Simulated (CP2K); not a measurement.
# BSiNH5 (SMILES B[N][SiH3]), run twice

Aim: the energy of BSiNH5 at USCS-MP2/pc-1 (ngrids 5).

The results are computed with CP2K 2026.2.

1 further run of the same task is left out (set aside as unsound or not needed).

### 1 The structure to begin with

The species is BSiNH5 (8 atoms), meant as a doublet with charge 0. As SMILES, `B[N][SiH3]`. Geometry: relaxed at PBE0-D4/def2-TZVP.

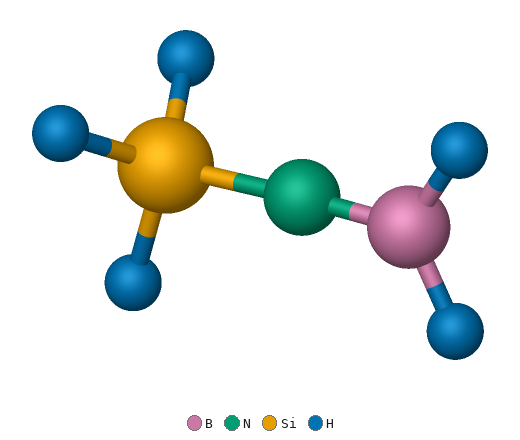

Viewed from a chosen angle; boron pink, nitrogen teal, silicon amber, hydrogen blue.

### 2 The input as first written

gas.inp

```
&GLOBAL
  PROJECT gas
  RUN_TYPE ENERGY
  PRINT_LEVEL MEDIUM
&END GLOBAL

&FORCE_EVAL
  METHOD Quickstep
  &DFT
    BASIS_SET_FILE_NAME EMSL_BASIS_SETS
    POTENTIAL_FILE_NAME POTENTIAL
    CHARGE 0
    MULTIPLICITY 2
    LSD T
    &QS
      METHOD GAPW
      EPS_DEFAULT 1.0E-10
    &END QS
    &MGRID
      CUTOFF 220
      REL_CUTOFF 50
      NGRIDS 5
    &END MGRID
    &POISSON
      PERIODIC NONE
      POISSON_SOLVER MULTIPOLE
    &END POISSON
    &SCF
      SCF_GUESS ATOMIC
      EPS_SCF 1.0E-06
      MAX_SCF 95
      ADDED_MOS 10
      &DIAGONALIZATION
        ALGORITHM STANDARD
      &END DIAGONALIZATION
      &MIXING
        METHOD DIRECT_P_MIXING
        ALPHA 0.4
      &END MIXING
    &END SCF
    &XC
      &XC_FUNCTIONAL NONE
      &END XC_FUNCTIONAL
      &HF
        FRACTION 1
        &SCREENING
          EPS_SCHWARZ 1.0E-09
          SCREEN_ON_INITIAL_P F
        &END SCREENING
        &INTERACTION_POTENTIAL
          POTENTIAL_TYPE COULOMB
        &END INTERACTION_POTENTIAL
        &MEMORY
          MAX_MEMORY 1050
        &END MEMORY
      &END HF
      &WF_CORRELATION
        &MP2
          METHOD DIRECT_CANONICAL
        &END MP2
        SCALE_S 1.2
        SCALE_T 0.333333
        MEMORY 900
      &END WF_CORRELATION
    &END XC
    &PRINT
      &MOMENTS
        PERIODIC F
        REFERENCE COM
        MAX_MOMENT 1
      &END MOMENTS
      &MO ON
        ENERGIES T
        OCCUPATION_NUMBERS T
        NDIGITS 6
        &EACH
          QS_SCF 0
        &END EACH
        ADD_LAST NUMERIC
      &END MO
      &HIRSHFELD OFF
      &END HIRSHFELD
    &END PRINT
  &END DFT
  &SUBSYS
    &CELL
      ABC [angstrom] 10 10.8 10.6
      PERIODIC NONE
    &END CELL
    &COORD
      UNIT bohr
      B     -0.9605478     1.2492979    -2.8489511
      N     -0.1704533     0.3358043    -0.6254993
      Si     0.7916063    -0.9492094     2.1797991
      H     -2.0129363    -0.1192417    -4.3416458
      H     -0.6294678     3.4428920    -3.3812870
      H     -1.6349910    -0.1192417    -4.3416458
      H      3.5727162    -0.7207415     2.4642029
      H      0.0668963    -3.6643679     2.1149815
    &END COORD
    &TOPOLOGY
      &CENTER_COORDINATES
      &END CENTER_COORDINATES
    &END TOPOLOGY
    &KIND B
      BASIS_SET pc-1
      POTENTIAL ALL
    &END KIND
    &KIND N
      BASIS_SET pc-1
      POTENTIAL ALL
    &END KIND
    &KIND Si
      BASIS_SET pc-1
      POTENTIAL ALL
    &END KIND
    &KIND H
      BASIS_SET pc-1
      POTENTIAL ALL
    &END KIND
  &END SUBSYS
&END FORCE_EVAL
```

Run with:

```sh
$ OMP_NUM_THREADS=1 cp2k.psmp -i gas.inp > gas.out 2>&1
```

Log:

```text
CP2K| version string:                                       CP2K version 2026.2
[...]
 GLOBAL| Method name                                                        CP2K
[...]
 GLOBAL| Run type                                                         ENERGY
[...]
 DFT| Spin unrestricted (spin-polarized) Kohn-Sham calculation               UKS
 DFT| Multiplicity                                                             2
[...]
 DFT| Charge                                                                   0
[...]
 QS| Method:                                                                GAPW
[...]
 QS| Density cutoff [a.u.]:                                                110.0
[...]
 QS| Relative density cutoff [a.u.]:                                        25.0
[...]
                             - Atoms:                                          8
[...]
                             - Spherical basis functions:                     71
[...]
 *** WARNING in particle_methods.F:720 :: The distance between the atoms 4 ***
 *** and 6 is only 0.200 angstrom and thus smaller than the threshold of   ***
 *** 0.500 angstrom                                                        ***
[...]
 Number of electrons:                                                         16
[...]
     1 P_Mix/Diag. 0.40E+00    2.5     0.26041206      -370.4027776780 -3.70E+02
[...]
    28 DIIS/Diag.  0.20E-06    0.4     0.00000049      -369.6604661523 -1.25E-12
  *** SCF run converged in    28 steps ***
[...]
  Overlap energy of the core charge distribution:               0.48019580870594
  Self energy of the core charge distribution:               -196.76469159106603
  Core Hamiltonian energy:                                   -172.84623200905992
  Hartree energy:                                              59.41739345473727
  Exchange-correlation energy:                                  0.00000000000000
  Hartree-Fock Exchange energy:                               -32.81643052526313
[...]
  Ideal and single determinant S**2 :                    0.750000       0.807279
[...]
                     Mulliken Population Analysis
 #  Atom  Element  Kind  Atomic population (alpha,beta) Net charge  Spin moment
       1     B        1         2.579398     2.243362     0.177240     0.336037
       2     N        2         3.749238     4.016449    -0.765687    -0.267210
       3     Si       3         7.111370     6.174483     0.714147     0.936887
       4     H        4         0.506144     0.503122    -0.009267     0.003022
       5     H        4         0.495786     0.534789    -0.030574    -0.039003
       6     H        4         0.361875     0.359188     0.278937     0.002686
       7     H        4         0.584387     0.586326    -0.170713    -0.001939
       8     H        4         0.611802     0.582282    -0.194083     0.029520
 # Total charge and spin       16.000000    15.000000    -0.000000     1.000000
[...]
  Dipole moment [Debye]
    X= -0.1744329E+01 Y= -0.2295892E+00 Z= -0.3074306E+01  Total=      3.5421389
[...]
 ENERGY| Total FORCE_EVAL ( QS ) energy [hartree]           -370.021282106875276
[...]
```

Run time: 19 s. Hardware: 1 thread of Intel Xeon 6975P-C (Granite Rapids), shared host; peak memory 0.5 GiB.

### 3 Diagnosis

It ran to the end. The result can't be trusted all the same.

The fault: two atoms lie on top of or far too near each other. As the program read them, the closest atoms are 0.20 Å apart, against 1.21 Å in the sound input.

### 4 Try two

mol.inp

```
&GLOBAL
   PROJECT_NAME mol
   RUN_TYPE ENERGY
   PRINT_LEVEL MEDIUM
&END GLOBAL

&FORCE_EVAL
   METHOD Quickstep
   &DFT
      BASIS_SET_FILE_NAME EMSL_BASIS_SETS
      POTENTIAL_FILE_NAME POTENTIAL
      CHARGE 0
      MULTIPLICITY 2
      UNRESTRICTED_KOHN_SHAM T
      &QS
         METHOD GAPW
         EPS_DEFAULT 1.0E-10
      &END QS
      &MGRID
         CUTOFF 220
         REL_CUTOFF 50
         NGRIDS 5
      &END MGRID
      &POISSON
         PERIODIC NONE
         POISSON_SOLVER MULTIPOLE
      &END POISSON
      &SCF
         SCF_GUESS ATOMIC
         EPS_SCF 1.0E-06
         MAX_SCF 80
         ADDED_MOS 10
         &DIAGONALIZATION
            ALGORITHM STANDARD
         &END DIAGONALIZATION
         &MIXING
            METHOD DIRECT_P_MIXING
            ALPHA 0.4
         &END MIXING
      &END SCF
      &XC
         &XC_FUNCTIONAL NONE
         &END XC_FUNCTIONAL
         &HF
            FRACTION 1
            &SCREENING
               EPS_SCHWARZ 1.0E-09
               SCREEN_ON_INITIAL_P F
            &END SCREENING
            &INTERACTION_POTENTIAL
               POTENTIAL_TYPE COULOMB
            &END INTERACTION_POTENTIAL
            &MEMORY
               MAX_MEMORY 1050
            &END MEMORY
         &END HF
         &WF_CORRELATION
            &MP2
               METHOD DIRECT_CANONICAL
            &END MP2
            SCALE_S 1.2
            SCALE_T 0.333333
            MEMORY 900
         &END WF_CORRELATION
      &END XC
      &PRINT
         &MOMENTS
            PERIODIC F
            REFERENCE COM
            MAX_MOMENT 1
         &END MOMENTS
         &MO ON
            ENERGIES T
            OCCUPATION_NUMBERS T
            NDIGITS 6
            &EACH
               QS_SCF 0
            &END EACH
            ADD_LAST NUMERIC
         &END MO
         &HIRSHFELD OFF
         &END HIRSHFELD
      &END PRINT
   &END DFT
   &SUBSYS
      &CELL
         ABC [angstrom] 10 10.8 11.6
         PERIODIC NONE
      &END CELL
      &COORD
         UNIT bohr
         B     -0.9605478     1.2492979    -2.8489511
         N     -0.1704533     0.3358043    -0.6254993
         Si     0.7916063    -0.9492094     2.1797991
         H     -2.0129363    -0.1192417    -4.3416458
         H     -0.6294678     3.4428920    -3.3812870
         H     -0.4837699     0.3174740     4.3333310
         H      3.5727162    -0.7207415     2.4642029
         H      0.0668963    -3.6643679     2.1149815
      &END COORD
      &TOPOLOGY
         &CENTER_COORDINATES
         &END CENTER_COORDINATES
      &END TOPOLOGY
      &KIND B
         BASIS_SET pc-1
         POTENTIAL ALL
      &END KIND
      &KIND N
         BASIS_SET pc-1
         POTENTIAL ALL
      &END KIND
      &KIND Si
         BASIS_SET pc-1
         POTENTIAL ALL
      &END KIND
      &KIND H
         BASIS_SET pc-1
         POTENTIAL ALL
      &END KIND
   &END SUBSYS
&END FORCE_EVAL
```

Run with:

```sh
$ OMP_NUM_THREADS=1 cp2k.psmp mol.inp > mol.out
```

Log (excerpt; [...] marks lines left out):

```text
CP2K| version string:                                       CP2K version 2026.2
[...]
 GLOBAL| Method name                                                        CP2K
[...]
 GLOBAL| Run type                                                         ENERGY
[...]
 DFT| Spin unrestricted (spin-polarized) Kohn-Sham calculation               UKS
 DFT| Multiplicity                                                             2
[...]
 DFT| Charge                                                                   0
[...]
 QS| Method:                                                                GAPW
[...]
 QS| Density cutoff [a.u.]:                                                110.0
[...]
 QS| Relative density cutoff [a.u.]:                                        25.0
[...]
                             - Atoms:                                          8
[...]
                             - Spherical basis functions:                     71
[...]
 Number of electrons:                                                         16
[...]
     1 P_Mix/Diag. 0.40E+00    2.5     0.29790733      -371.4034108351 -3.71E+02
[...]
    20 DIIS/Diag.  0.99E-06    0.4     0.00000071      -370.9436323335 -1.23E-11
  *** SCF run converged in    20 steps ***
[...]
  Overlap energy of the core charge distribution:               0.00002484530261
  Self energy of the core charge distribution:               -196.76469159106603
  Core Hamiltonian energy:                                   -173.27008866071043
  Hartree energy:                                              58.82277685801352
  Exchange-correlation energy:                                  0.00000000000000
  Hartree-Fock Exchange energy:                               -32.69475084354507
[...]
  Ideal and single determinant S**2 :                    0.750000       0.767578
[...]
                     Mulliken Population Analysis
 #  Atom  Element  Kind  Atomic population (alpha,beta) Net charge  Spin moment
       1     B        1         2.230581     2.502182     0.267237    -0.271601
       2     N        2         4.307837     3.250122    -0.557959     1.057714
[...]
  Dipole moment [Debye]
    X=  0.3323249E+00 Y= -0.3853472E+00 Z=  0.9268334E+00  Total=      1.0573327
[...]
 ENERGY| Total FORCE_EVAL ( QS ) energy [hartree]           -371.281670035878051
[...]
```

It took 16 s on 1 thread of Intel Xeon 6975P-C (Granite Rapids), shared host; peak memory 0.54 GiB.

### 5 Results

At USCS-MP2/pc-1 (ngrids 5):

| quantity | value |
| --- | --- |
| total energy | -371.28167 Eh |
| dipole moment (of the density that the program reports) | 1.06 D |
| HOMO energy (Hartree–Fock orbitals) (highest over α and β) | -11.46 eV |
| LUMO energy (Hartree–Fock orbitals) (lowest over α and β) | 1.33 eV |
| correlation energy | -338.0 mEh |
| ⟨S²⟩ of the reference determinant | 0.768 |

**Reading.** The first attempt's energy was +34.297 eV off this one.
